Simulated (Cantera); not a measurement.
Charge: 1 mol FeS, 0.75 mol O₂, 5.1 mol N₂, at 101000 Pa.

Equilibrium computed with Cantera from the NASA thermochemical tables; the gas is ideal and each condensed phase is pure. Candidate condensed phases: Fe, FeO, FeS, FeSO₄, FeS₂, Fe₂O₃, Fe₂(SO₄)₃, Fe₃O₄, S; 19 gas species. Metal and sulfide melt together well below either melting point, which pure phases cannot show. Mutual solubility and eutectic melting of coexisting phases are not modelled. The tables' stoichiometric FeO is somewhat more stable than real wüstite, so its field is too wide. FeO, FeS: taken at fixed stoichiometry. Gases not in the tables: S₃ to S₇. The numbers say what is thermodynamically allowed, not how fast it happens.

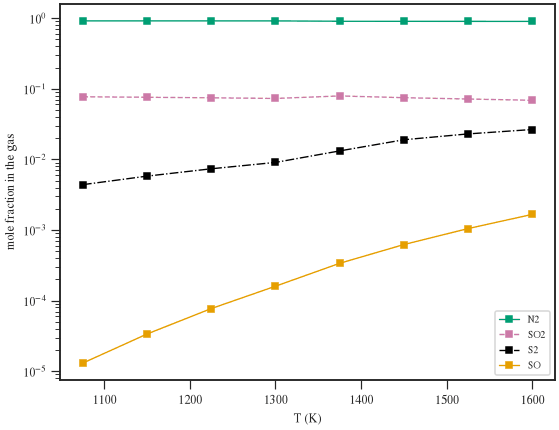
Fig. 1. Equilibrium gas composition (values under 1e-9 drawn at 1e-9)

From 1075 K to 1300 K the condensed part is FeS(s) + Fe₃O₄(s). From 1375 K to 1450 K the condensed part is FeO(s) + FeS(s). From 1525 K to 1600 K the condensed part is FeO(s) + FeS(l).
